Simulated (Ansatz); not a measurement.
**Y2CN2O2 (P-3m1): what size, symmetry and threads cost in G0W0**

How does the cost of G0W0 grow with the cell? The test case is Y2CN2O2 (P-3m1).

Calculated with Ansatz 0.2.0; G0W0 on LDA, plane waves, PAW.

### 1. The structure

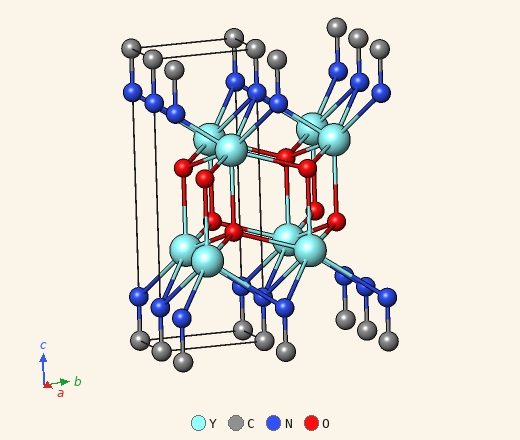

The starting structure, seen slightly off an axis (yttrium teal, carbon grey, nitrogen blue, oxygen red). 2×2×1 cells are drawn. Some periodic images of atoms are drawn too.

Coordinates:

```cif
data_structure
_symmetry_space_group_name_H-M 'P 1'
_symmetry_Int_Tables_number 1
_cell_length_a 3.6990
_cell_length_b 3.6990
_cell_length_c 8.1689
_cell_angle_alpha 90.000
_cell_angle_beta 90.000
_cell_angle_gamma 120.000
_cell_volume 96.80
loop_
_atom_site_label
_atom_site_type_symbol
_atom_site_fract_x
_atom_site_fract_y
_atom_site_fract_z
_atom_site_occupancy
Y1 Y 0.33333 0.66667 0.67752 1
Y2 Y 0.66667 0.33333 0.32248 1
C3 C 0.00000 0.00000 0.00000 1
N4 N 0.00000 0.00000 0.15015 1
N5 N 0.00000 0.00000 0.84985 1
O6 O 0.33333 0.66667 0.39666 1
O7 O 0.66667 0.33333 0.60334 1
```

The cell and positions are those that the Materials Project relaxed with its own functionals (PBE, PBE+U or r2SCAN), kept fixed. The default PAW set here is soft_2. Its files were made with PBE.

### 2. 7 atoms (1×1×1 cells), 6×6×2 mesh

Now the one-shot GW correction: screening in the RPA, then the self-energy of the levels asked for.

The input, input.yaml:

```yaml
crystal:
  lattice:
    - [3.6989890966, 0.0, 0.0]
    - [-1.8494945483, 3.203418526, 0.0]
    - [0.0, 0.0, 8.16885521]
  atoms:
    - { symbol: "Y", position: [0.33333333, 0.66666667, 0.67751968] }
    - { symbol: "Y", position: [0.66666667, 0.33333333, 0.32248032] }
    - { symbol: C, position: [0.0, 0.0, 0.0] }
    - { symbol: "N", position: [0.0, 0.0, 0.15014994] }
    - { symbol: "N", position: [0.0, 0.0, 0.84985006] }
    - { symbol: O, position: [0.33333333, 0.66666667, 0.39665933] }
    - { symbol: O, position: [0.66666667, 0.33333333, 0.60334067] }
kpoints:
  mp_grid: { grid: [6, 6, 2] }
hamiltonian:
  xc: lda
scf:
  occupations: { method: fixed }
gw:
  n_empty_bands: 102
  ecut_chi: 60.0
  qp_bands: [v1, c1]
  qp_kpoints: band_edges
  screening: { model: contour_deformation }
```

On the command line:

```sh
$ ansatz run input.yaml --threads 16 --pin off --max-ram 36864MiB --backend cpu --events-out ev --progress --plain --runs-dir out
```

Numbers of over 12 decimals in the logs are rounded to 6 here.

Output:

```text
Engine: ansatz 0.2.0, aarch64-unknown-linux-gnu
Pseudopotentials: kind: paw
Pseudopotential: Y, paw, valence charge 11, recommended cutoff 420 eV (normal), Y.paw.azcp
Pseudopotential: C, paw, valence charge 4, recommended cutoff 420 eV (normal), C.paw.azcp
Pseudopotential: N, paw, valence charge 5, recommended cutoff 420 eV (normal), N.paw.azcp
Pseudopotential: O, paw, valence charge 6, recommended cutoff 420 eV (normal), O.paw.azcp
Functional definition: SPW92
  exchange = slater_x
  correlation = pw_c
Crystal: 7 atoms, lattice volume = 96.796 Å³
Basis set: ecut = 420 eV, 1911 PW (Γ)
Bands: 31, of which v1, the nominal top of the filled ones, is band 24 counted from 1 (23 counted from 0)
Symmetry: 12 space group operations
Space group: P-3m1 (ITA 164), of the structure as read, at distance tolerance 4.6e-5 Å
k-points: 14 of 72
Non-local potential: Y, projectors of the file, l = 0: 3, l = 1: 2, l = 2: 2, l = 3: 1
Non-local potential: C, projectors of the file, l = 0: 2, l = 1: 2, l = 2: 1
Non-local potential: N, projectors of the file, l = 0: 2, l = 1: 2, l = 2: 1
Non-local potential: O, projectors of the file, l = 0: 2, l = 1: 2, l = 2: 1
PAW form: soft (Blöchl's): semilocal exchange-correlation on the pseudo side does not see the compensation charge
PAW frozen core: Y, regenerated for the run's functional, and the local potential with it (the file was generated under x = pbe(κ = 0.804, μ = 0.219515), c = pbe(β = 0.066725))
PAW frozen core: C, regenerated for the run's functional, and the local potential with it (the file was generated under x = pbe(κ = 0.804, μ = 0.219515), c = pbe(β = 0.066725))
PAW frozen core: N, regenerated for the run's functional, and the local potential with it (the file was generated under x = pbe(κ = 0.804, μ = 0.219515), c = pbe(β = 0.066725))
PAW frozen core: O, regenerated for the run's functional, and the local potential with it (the file was generated under x = pbe(κ = 0.804, μ = 0.219515), c = pbe(β = 0.066725))
PAW one-centre angular grid: Y, 590 points (default); XC on 64 Gauss nodes
PAW one-centre angular grid: C, 110 points (default); XC on 64 Gauss nodes
PAW one-centre angular grid: N, 110 points (default); XC on 64 Gauss nodes
PAW one-centre angular grid: O, 110 points (default); XC on 64 Gauss nodes
Initial density: superposition of atomic densities (neutral atoms: chi_scale 0, normalization atom), corrected by the library's trained network
Initial wavefunctions: pseudopotential atomic-orbital guess
Functional: x = slater, c = lda
SCF iter   1: F=—  HF=-9603.167394 eV  |F-HF|=—  |Δ(HF+E_count)|=         —  Δρ=1.31e-2  dr2=1.82e-1  ethr=1.77e-3  ⟨swp⟩=4.1  Hψ=1561  notcnv=0  defer=58
preconditioner: auto → Resta (q_TF=auto, 2.427 Å⁻¹)  ε∞=3.6  [insulator: Δε(μ)=3.597 eV  Ē_g=15.625 eV  n_scr=24 (ndim 8)  ℏωp=25.0 eV  f_vac=0.067  ε∞_Penn≈3.6]
SCF iter   2: F=—  HF=-9603.120991 eV  |F-HF|=—  |Δ(HF+E_count)|=   4.64e-2  Δρ=4.78e-3  dr2=2.03e-2  ethr=3.80e-4  ⟨swp⟩=2.0  Hψ=732  notcnv=0  defer=65
SCF iter   3: F=—  HF=-9603.116713 eV  |F-HF|=—  |Δ(HF+E_count)|=   4.28e-3  Δρ=2.23e-3  dr2=4.12e-3  ethr=4.23e-5  ⟨swp⟩=2.1  Hψ=597  notcnv=0  defer=69
SCF iter   4: F=—  HF=-9603.115617 eV  |F-HF|=—  |Δ(HF+E_count)|=   1.10e-3  Δρ=6.64e-4  dr2=3.43e-4  ethr=8.59e-6  ⟨swp⟩=2.1  Hψ=590  notcnv=0  defer=69
SCF iter   5: F=—  HF=-9603.115530 eV  |F-HF|=—  |Δ(HF+E_count)|=   8.67e-5  Δρ=1.83e-4  dr2=2.89e-5  ethr=7.14e-7  ⟨swp⟩=2.0  Hψ=569  notcnv=0  defer=68
SCF iter   6: F=—  HF=-9603.115527 eV  |F-HF|=—  |Δ(HF+E_count)|=   2.72e-6  Δρ=7.64e-5  dr2=4.94e-6  ethr=6.01e-8  ⟨swp⟩=2.0  Hψ=655  notcnv=0  defer=36
SCF iter   7: F=—  HF=-9603.115527 eV  |F-HF|=—  |Δ(HF+E_count)|=   9.44e-8  Δρ=1.43e-5  dr2=2.61e-7  ethr=1.03e-8  ⟨swp⟩=2.0  Hψ=559  notcnv=0  defer=36
SCF iter   8: F=-9603.115528 eV  HF=-9603.115528 eV  |F-HF|=5.04e-9  |Δ(HF+E_count)|=   6.34e-8  Δρ=3.12e-6  dr2=1.07e-8  ethr=2.08e-10  ⟨swp⟩=9.7  Hψ=1526  notcnv=0
SCF 1 converged in 8 iterations: F = -9603.115528 eV  dr2 = 1.07e-8
[...]
NSCF: frozen V_eff on 14 k-points
G₀W₀ screening: q 1/14
[... further progress lines ...]
SCF converged after 8 iterations
Free energy (F): -9603.115528 eV
Harris-Foulkes:  -9603.115528 eV  (|F-HF|=5.04e-9)
Internal energy: -9603.115528 eV  (E = F + TS)
E sigma→0 (E₀):  -9603.115528 eV
Fermi energy:    7.014830 eV
--- Per-component energies (eV) ---
  E_band       = -256.409897
  E_kinetic    = 1312.418464
  E_local      = -2877.792130  (includes V_loc(G=0)·N_el)
  E_nonlocal   = 331.311786
  E_hartree    = 1004.381495
  E_xc         = -655.799524
  E_vxc        = -795.814528  (∫ρ·V_xc dr)
  E_paw        = -6071.742136  (= ΣΔE_a)
  E_vpaw       = -235.301683  (= ΣTr[D̂ρ^β])
  E_aug_tail   = 0.005189  (compensation charges beyond the density's cutoff)
  E_ewald      = -2646.974608
  E_core_change = 1.075935  (= ΣΔE_core)
  E_smearing   = -0.000000  (= −TS)
  E_closure    = 0.000000  (closes the sum)
  Σ components = -9603.115528   (vs F -9603.115528, Δ=0.00e0)
--- Band table (eV; the first three rows and the last of 14) ---
  k-point 0: bands = [... 20 lower, 4.8202, 6.3199, 7.0148, 7.0148, 10.7319, 12.1871, 12.4775, 12.4775, ... 3 higher]
  k-point 1: bands = [... 20 lower, 4.4469, 6.1913, 6.9931, 6.9931, 10.9080, 12.2442, 12.4887, 12.4887, ... 3 higher]
  k-point 2: bands = [... 20 lower, 5.0633, 5.7726, 6.8540, 6.9833, 11.2290, 11.9575, 12.2625, 12.4009, ... 3 higher]
  k-point 13: bands = [... 20 lower, 5.2134, 6.2060, 6.2784, 6.2784, 11.1577, 12.5284, 12.6650, 12.6650, ... 3 higher]
--- G₀W₀: contour deformation, 6 samples at zero and on the imaginary axis and 1 off it, 72 q-points, 102 empty bands' worth ---
  eigenvalues of the whole cell's RPA ε∞ on this k-mesh (on a slab, of 1 + 4πα/V) = 3.5889, 3.5889, 4.8968; static W/v taken at q = 0 is 0.242791
  bands read: the sum over 126 bands ends inside a degenerate multiplet in 2 slots, whose members it reads at an even weight; the widest, k=1: bands 126 to 127 (counted from 1) at 1/2 each
  gw.qp_kpoints: band_edges: 14 of 14 stored k-points solved, in 1 pass; an edge of the gap read off the rows below is read off those points alone
    ik  band        ε_KS         Σx   Σc(E_QP)       V_xc       Z   E_QP_lin       E_QP  E_QP is
     0    24      7.0148   -21.3809     3.1304   -18.0119  0.7835     6.7757     6.7762  root
     0    25     10.7319    -5.1834    -3.7697    -9.9491  0.8433    11.7364    11.7280  root
     1    24      6.9931   -21.3270     3.1261   -17.9662  0.7835     6.7579     6.7584  root
     1    25     10.9080    -5.4956    -3.7571   -10.3103  0.8404    11.9753    11.9656  root
     2    24      6.9833   -22.5104     3.5259   -18.7563  0.7793     6.7546     6.7551  root
     2    25     11.2290    -5.9591    -3.8942   -11.0337  0.8356    12.4223    12.4094  root
     3    24      6.8751   -21.2362     3.1355   -17.8479  0.7833     6.6217     6.6223  root
     3    25     11.4246    -6.1550    -3.8877   -11.2608  0.8334    12.6567    12.6427  root
     4    24      6.7972   -22.8079     3.7076   -18.8365  0.7771     6.5327     6.5334  root
     4    25     11.7280    -8.2993    -4.0270   -13.8034  0.8192    13.2276    13.2051  root
     5    24      6.6624   -21.2900     3.2195   -17.7802  0.7820     6.3712     6.3721  root
     5    25     11.6717    -9.3753    -3.9299   -14.9259  0.8144    13.3193    13.2924  root
     6    24      6.6826   -22.8243     3.7585   -18.7780  0.7763     6.3940     6.3949  root
     6    25     11.6197    -8.6116    -4.0512   -14.1642  0.8174    13.1444    13.1211  root
[...]
11    25     11.4596    -9.2416    -3.9999   -14.8311  0.8160    13.0749    13.0492  root
    12    24      6.5227   -21.4615     3.3659   -17.7637  0.7803     6.1896     6.1908  root
    12    25     11.0953    -8.8030    -4.0281   -14.3602  0.8209    12.6470    12.6244  root
    13    24      6.2784   -21.2647     3.4068   -17.5314  0.7783     5.9506     5.9518  root
    13    25     11.1577    -8.8759    -4.0170   -14.4400  0.8201    12.7281    12.7047  root
```

Elapsed: 8.1 s, on 16 threads of Arm Neoverse V2, shared host; peak memory 0.9 GiB.

In the SCF lines HF is the Harris–Foulkes energy and dr2 the Hartree energy of the density residual, in eV; the loop may stop once dr2 is under the threshold and the program's other checks hold. Hψ counts applications of the Hamiltonian.

Numbers from this step:

```yaml
bands_summed: 126
rpa_eps_infinity_on_this_mesh_eigenvalues: 3.589, 3.589, 4.897
plane_waves_in_the_screening_matrix: 101
q_points_in_the_mesh: 72
g0w0_gap_on_the_mesh: 4.952 eV
k_of_the_valence_top: 0, 0, 0
k_of_the_conduction_bottom: 0, 0, 0
starting_gap_on_the_mesh: 3.717 eV
z_at_the_valence_top: 0.7835
z_at_the_conduction_bottom: 0.8433
least_direct_g0w0_gap_on_the_computed_points: 4.952 eV
```

The gap on the mesh goes from 3.72 eV to 4.95 eV, a correction of +1.23 eV. Between the two edge states, bare exchange in place of the xc potential would open the gap by 8.13 eV, and correlation takes back 6.90 eV.

### 3. No symmetry, 6×6×2 mesh

input.yaml, as its differences from that of step 2:

```diff
@@ -13,2 +13,3 @@
     - { symbol: O, position: [0.66666667, 0.33333333, 0.60334067] }
+  symmetry: { detect: false }
 kpoints:
```

Output:

```text
[...]
Crystal: 7 atoms, lattice volume = 96.796 Å³
Basis set: ecut = 420 eV, 1911 PW (Γ)
Bands: 31, of which v1, the nominal top of the filled ones, is band 24 counted from 1 (23 counted from 0)
Symmetry: 1 space group operations
k-points: 40 of 72 (time reversal used)
[...]
3    25     11.4246    -6.1550    -3.8877   -11.2608  0.8334    12.6567    12.6427  root
[...]
38    24      6.6826   -22.8242     3.7585   -18.7780  0.7763     6.3940     6.3949  root
    38    25     11.6197    -8.6116    -4.0512   -14.1642  0.8174    13.1444    13.1211  root
    39    24      6.4895   -20.6251     3.0692   -17.2227  0.7830     6.1552     6.1564  root
    39    25     11.6880    -9.5114    -3.9702   -15.0722  0.8122    13.3054    13.2786  root
[key lines of the parts left out:]
SCF converged after 8 iterations
Free energy (F): -9603.115528 eV
Fermi energy:    7.014838 eV
```

Elapsed: 46 s, on 16 threads; peak memory 1.7 GiB; 8.9 min of CPU time.

Numbers from this step:

```
bands summed                                 : 126
RPA ε∞ on this mesh (eigenvalues)            : 3.589, 3.589, 4.897
plane waves in the screening matrix          : 101
G0W0 gap on the mesh                         : 4.952 eV
k of the valence top                         : 0, 0, 0
k of the conduction bottom                   : 0, 0, 0
starting gap on the mesh                     : 3.717 eV
least direct G0W0 gap on the computed points : 4.952 eV
```

Against the run with 6×6×2 mesh, 102 empty bands, screening to 60 eV, the gap moves by +0.000 eV.

### 4. 1 thread, 6×6×2 mesh

input.yaml, as its differences from that of step 3:

```diff
@@ -13,3 +13,2 @@
     - { symbol: O, position: [0.66666667, 0.33333333, 0.60334067] }
-  symmetry: { detect: false }
 kpoints:
```

On the command line:

```sh
$ ansatz run input.yaml --threads 1 --pin off --max-ram 36864MiB --backend cpu --events-out ev --progress --plain --runs-dir out
```

Output:

```text
[...]
Crystal: 7 atoms, lattice volume = 96.796 Å³
Basis set: ecut = 420 eV, 1911 PW (Γ)
Bands: 31, of which v1, the nominal top of the filled ones, is band 24 counted from 1 (23 counted from 0)
Symmetry: 12 space group operations
[...]
k-points: 14 of 72
[...]
3    25     11.4246    -6.1550    -3.8877   -11.2608  0.8334    12.6567    12.6427  root
[...]
12    24      6.5227   -21.4615     3.3659   -17.7637  0.7803     6.1896     6.1908  root
    12    25     11.0953    -8.8030    -4.0281   -14.3602  0.8209    12.6470    12.6244  root
    13    24      6.2784   -21.2647     3.4068   -17.5314  0.7783     5.9506     5.9518  root
    13    25     11.1577    -8.8759    -4.0170   -14.4400  0.8201    12.7281    12.7047  root
[key lines of the parts left out:]
SCF converged after 8 iterations
Free energy (F): -9603.115528 eV
Fermi energy:    7.014830 eV
```

Wall time 62 s (1 thread); peak memory 0.39 GiB.

(Unchanged from step 3.)

Against the run with 6×6×2 mesh, 102 empty bands, screening to 60 eV, the gap moves by +0.000 eV.

### 5. 2 threads, 6×6×2 mesh

input.yaml is that of step 4.

On the command line:

```sh
$ ansatz run input.yaml --threads 2 --pin off --max-ram 36864MiB --backend cpu --events-out ev --progress --plain --runs-dir out
```

Output:

```text
[...]
Crystal: 7 atoms, lattice volume = 96.796 Å³
Basis set: ecut = 420 eV, 1911 PW (Γ)
Bands: 31, of which v1, the nominal top of the filled ones, is band 24 counted from 1 (23 counted from 0)
Symmetry: 12 space group operations
[...]
k-points: 14 of 72
[...]
3    25     11.4246    -6.1550    -3.8877   -11.2608  0.8334    12.6567    12.6427  root
[...]
12    24      6.5227   -21.4615     3.3659   -17.7637  0.7803     6.1896     6.1908  root
    12    25     11.0953    -8.8030    -4.0281   -14.3602  0.8209    12.6470    12.6244  root
    13    24      6.2784   -21.2647     3.4068   -17.5314  0.7783     5.9506     5.9518  root
    13    25     11.1577    -8.8759    -4.0170   -14.4400  0.8201    12.7281    12.7047  root
[key lines of the parts left out:]
SCF converged after 8 iterations
Free energy (F): -9603.115528 eV
Fermi energy:    7.014830 eV
```

It took 33 s on 2 threads; peak memory 0.4 GiB.

(Unchanged from step 3.)

Against the run with 6×6×2 mesh, 102 empty bands, screening to 60 eV, the gap moves by +0.000 eV.

### 6. 4 threads, 6×6×2 mesh

input.yaml is that of step 5.

On the command line:

```sh
$ ansatz run input.yaml --threads 4 --pin off --max-ram 36864MiB --backend cpu --events-out ev --progress --plain --runs-dir out
```

Output:

```text
[...]
Crystal: 7 atoms, lattice volume = 96.796 Å³
Basis set: ecut = 420 eV, 1911 PW (Γ)
Bands: 31, of which v1, the nominal top of the filled ones, is band 24 counted from 1 (23 counted from 0)
Symmetry: 12 space group operations
[...]
k-points: 14 of 72
[...]
3    25     11.4246    -6.1550    -3.8877   -11.2608  0.8334    12.6567    12.6427  root
[...]
12    24      6.5227   -21.4615     3.3659   -17.7637  0.7803     6.1896     6.1908  root
    12    25     11.0953    -8.8030    -4.0281   -14.3602  0.8209    12.6470    12.6244  root
    13    24      6.2784   -21.2647     3.4068   -17.5314  0.7783     5.9506     5.9518  root
    13    25     11.1577    -8.8759    -4.0170   -14.4400  0.8201    12.7281    12.7047  root
[key lines of the parts left out:]
SCF converged after 8 iterations
Free energy (F): -9603.115528 eV
Fermi energy:    7.014830 eV
```

The job ended after 18 s (4 threads; peak memory 0.48 GiB; 66 s of CPU time).

(Unchanged from step 3.)

Against the run with 6×6×2 mesh, 102 empty bands, screening to 60 eV, the gap moves by +0.000 eV.

### 7. 8 threads, 6×6×2 mesh

input.yaml is that of step 6.

On the command line:

```sh
$ ansatz run input.yaml --threads 8 --pin off --max-ram 36864MiB --backend cpu --events-out ev --progress --plain --runs-dir out
```

Output:

```text
[...]
Crystal: 7 atoms, lattice volume = 96.796 Å³
Basis set: ecut = 420 eV, 1911 PW (Γ)
Bands: 31, of which v1, the nominal top of the filled ones, is band 24 counted from 1 (23 counted from 0)
Symmetry: 12 space group operations
[...]
k-points: 14 of 72
[...]
3    25     11.4246    -6.1550    -3.8877   -11.2608  0.8334    12.6567    12.6427  root
[...]
12    24      6.5227   -21.4615     3.3659   -17.7637  0.7803     6.1896     6.1908  root
    12    25     11.0953    -8.8030    -4.0281   -14.3602  0.8209    12.6470    12.6244  root
    13    24      6.2784   -21.2647     3.4068   -17.5314  0.7783     5.9506     5.9518  root
    13    25     11.1577    -8.8759    -4.0170   -14.4400  0.8201    12.7281    12.7047  root
[key lines of the parts left out:]
SCF converged after 8 iterations
Free energy (F): -9603.115528 eV
Fermi energy:    7.014830 eV
```

The job ended after 11 s (8 threads; peak memory 0.66 GiB).

(Unchanged from step 3.)

Against the run with 6×6×2 mesh, 102 empty bands, screening to 60 eV, the gap moves by +0.000 eV.

### 8. 14 atoms (2×1×1 cells), 3×6×2 mesh

The input, input.yaml:

```yaml
crystal:
  lattice:
    - [7.3979781932, 0.0, 0.0]
    - [-1.8494945483, 3.203418526, 0.0]
    - [0.0, 0.0, 8.16885521]
  atoms:
    - { symbol: "Y", position: [0.166666665, 0.66666667, 0.67751968] }
    - { symbol: "Y", position: [0.333333335, 0.33333333, 0.32248032] }
    - { symbol: C, position: [0.0, 0.0, 0.0] }
    - { symbol: "N", position: [0.0, 0.0, 0.15014994] }
    - { symbol: "N", position: [0.0, 0.0, 0.84985006] }
    - { symbol: O, position: [0.166666665, 0.66666667, 0.39665933] }
    - { symbol: O, position: [0.333333335, 0.33333333, 0.60334067] }
    - { symbol: "Y", position: [0.666666665, 0.66666667, 0.67751968] }
    - { symbol: "Y", position: [0.833333335, 0.33333333, 0.32248032] }
    - { symbol: C, position: [0.5, 0.0, 0.0] }
    - { symbol: "N", position: [0.5, 0.0, 0.15014994] }
    - { symbol: "N", position: [0.5, 0.0, 0.84985006] }
    - { symbol: O, position: [0.666666665, 0.66666667, 0.39665933] }
    - { symbol: O, position: [0.833333335, 0.33333333, 0.60334067] }
kpoints:
  mp_grid: { grid: [3, 6, 2] }
hamiltonian:
  xc: lda
scf:
  occupations: { method: fixed }
gw:
  n_empty_bands: 204
  ecut_chi: 60.0
  qp_bands: [v1, c1]
  qp_kpoints: band_edges
  screening: { model: contour_deformation }
```

On the command line:

```sh
$ ansatz run input.yaml --threads 16 --pin off --max-ram 36864MiB --backend cpu --events-out ev --progress --plain --runs-dir out
```

Output:

```text
[...]
Crystal: 14 atoms, lattice volume = 193.592 Å³
Basis set: ecut = 420 eV, 3827 PW (Γ)
Bands: 62, of which v1, the nominal top of the filled ones, is band 48 counted from 1 (47 counted from 0)
Symmetry: 8 space group operations
[...]
k-points: 16 of 36
[...]
3    49     11.4246    -6.1550    -3.8875   -11.2608  0.8334    12.6569    12.6429  root
[...]
14    48      6.8474   -22.7445     3.6631   -18.8279  0.7777     6.5932     6.5939  root
    14    49     11.0953    -8.8030    -4.0282   -14.3602  0.8209    12.6469    12.6243  root
    15    48      6.6775   -21.4728     3.2888   -17.9075  0.7809     6.4002     6.4010  root
    15    49     11.1576    -8.8759    -4.0171   -14.4400  0.8201    12.7279    12.7046  root
[key lines of the parts left out:]
SCF converged after 8 iterations
Free energy (F): -19206.231055 eV
Fermi energy:    7.014835 eV
```

Wall time 37 s (16 threads); peak memory 3.2 GiB.

This step gave:

* bands summed: 252
* RPA ε∞ on this mesh (eigenvalues): 3.589, 3.589, 4.897
* plane waves in the screening matrix: 199
* G0W0 gap on the mesh: 4.952 eV
* k of the valence top: 0, 0, 0
* k of the conduction bottom: 0, 0, 0
* starting gap on the mesh: 3.717 eV
* least direct G0W0 gap on the computed points: 4.952 eV

The gap on the mesh goes from 3.72 eV to 4.95 eV, a correction of +1.23 eV. Between the two edge states, bare exchange in place of the xc potential would open the gap by 8.13 eV, and correlation takes back 6.90 eV.

(Part 1 of 2 ends here.)

[Paths, hosts, dates, memory and timing lines, banners, echoed tables and standing remarks are left out of the program output.]

[Logs are printed without paths, hosts, clocks, repeated set-up lines and the standing remarks that a program may print on its own settings, such as how far it seeks lower states.]

[Runs of the session that timed out or met a known fault of the program may be left out.]

[Cells called generated may have been cut or substituted from an entry of the Crystallography Open Database or the Materials Project.]

[Hosts, paths, dates, database ids (printed as entryN), source tags and the programs' standing remarks are cut or masked in the printed files.]
